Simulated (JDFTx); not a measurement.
```yaml
surface: Be(0001)
bulk: Be, P6_3/mmc, lattice of mp-87 (not re-optimised)
slab: 6 atoms in 6 planes, 1x1, 9.1 Å between the outermost planes
in-plane cell: 2.265 × 2.265 Å, 4.44 Å²
cell_height: 24.9 Å
sampling: 10×10×1 k mesh, Fermi smearing 0.01 Ha, no spin polarisation
```

Level of theory: PBE, GBRV ultrasoft potentials, plane waves to 20/100 Ha; code: a modified build of JDFTx. Liquid on both sides: linear PCM (GLSSA13), water, 0.5 M KF; nuclei fixed. The electron chemical potential μ is absolute (zero in the bulk liquid) and is turned into a potential by U = −μ/e − 4.44 V vs SHE, a convention.

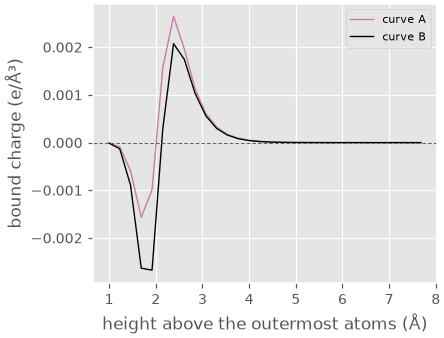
*Plane-averaged bound charge of the liquid for two states of the electrode*

Q: One curve is the neutral slab. Which, and what is the sign of the other's charge?

A: Curve B is neutral (potential of zero charge, 0.56 V). Curve A is negatively charged, -2.0 μC/cm² at 0.40 V.
